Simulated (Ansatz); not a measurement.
```yaml
atoms:
  - { symbol: C, position_ang: [-1.7993, -0.8812, -0.2703] }
  - { symbol: O, position_ang: [-0.4555, -0.6513, -0.6270] }
  - { symbol: Si, position_ang: [0.6187, 0.1372, 0.3165] }
  - { symbol: N, position_ang: [2.0831, 0.4498, -0.4896] }
  - { symbol: O, position_ang: [-0.1348, 1.5358, 0.7369] }
  - { symbol: H, position_ang: [-2.3334, 0.0595, -0.1067] }
  - { symbol: H, position_ang: [-2.2813, -1.4237, -1.0857] }
  - { symbol: H, position_ang: [-1.8746, -1.4884, 0.6396] }
  - { symbol: H, position_ang: [0.9568, -0.6791, 1.5110] }
  - { symbol: H, position_ang: [2.0920, 0.9536, -1.3626] }
  - { symbol: H, position_ang: [2.8187, -0.2374, -0.4587] }
  - { symbol: H, position_ang: [0.3864, 2.1700, 1.2306] }
```

Geometry: PBE0-D4/def2-TZVP.

These are results of Ansatz, RKS PBE0-D4/def2-TZVPP, not measurements.

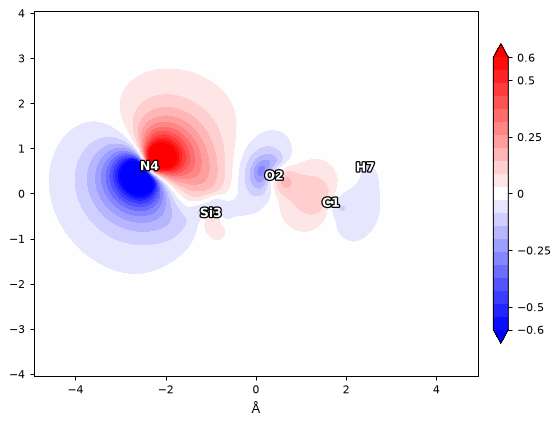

CH₇NO₂Si (SMILES CO[SiH](N)O). The HOMO on the plane of atoms O2, Si3 and N4 (values in Å⁻³ᐟ²; the overall sign is arbitrary).

Question: What is the character of this orbital?

Answer: It lies mainly on N4 (about 70 %); largely a lone pair of N4. Its energy is −7.80 eV.
